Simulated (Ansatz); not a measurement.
Computed with PBE (plane waves to 420 eV, PAW; Ansatz, a program for electronic structure).

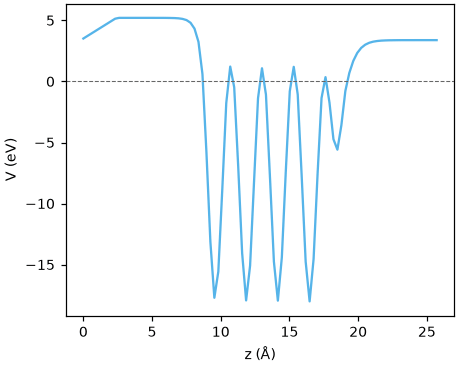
Figure: Electrostatic potential energy of an electron, averaged over planes parallel to the surface, in eV from the Fermi level, for Li on the 1x1 (111) surface of fcc Pd, one in a 1x1 cell, started at the site 'hollow Pd-Pd-Pd over Pd at depth 2.3 Å'

Set-up: 5 atoms, 6.8 Å thick at the start under the adsorbate (thin: gaps and levels are the slab's own); mesh 12x12x1; 0.1 eV smearing; dipole correction on; 2 atoms held, the rest relaxed; held to the start's symmetry, so lower structures may exist; no spin, no spin-orbit, no U, no dispersion correction. At the end it is bonded to 3 Pd. In PBE it is, or lies within 0.03 eV of, the lowest of the starts that converged.

Q: The surface cell has an area of 6.73 Å². What dipole along the normal does the step between the two vacuum levels imply?

A: the top vacuum level lies 1.82 eV below the bottom one; p = −ε₀ A ΔV (ε₀ = 0.005526 e/(V·Å)) gives 0.07 e·Å a cell.
